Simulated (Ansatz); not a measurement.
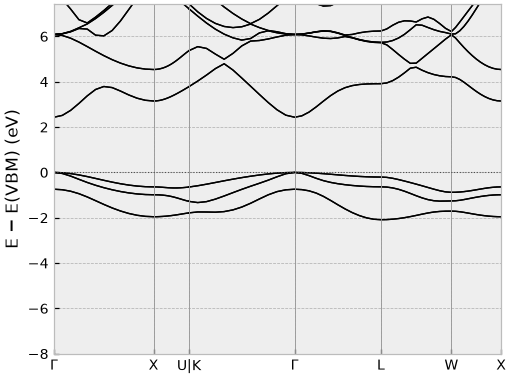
Figure. Band structure from DFT-r²SCAN with spin–orbit coupling in the program Ansatz with PAW potentials

### Question
Read off the gap and where the band edges lie.

### Answer
About 2.4 eV (2.44 eV by a search for the band edges); maximum at Γ, minimum at Γ.

The material is Na₂Te (anti-fluorite, space group No. 225).

Space group Fm-3m (anti-fluorite). The workflow started from a Materials Project entry (that database holds measured and hypothetical structures alike); the Crystallography Open Database files this formula in space group No. 225, but the cells were not matched. Its standing as an ambient phase is unchecked. The r²SCAN relaxation kept the symmetry of its start; whether a distortion lowers the energy is not shown.

Potentials: the later of the program's two PAW sets.
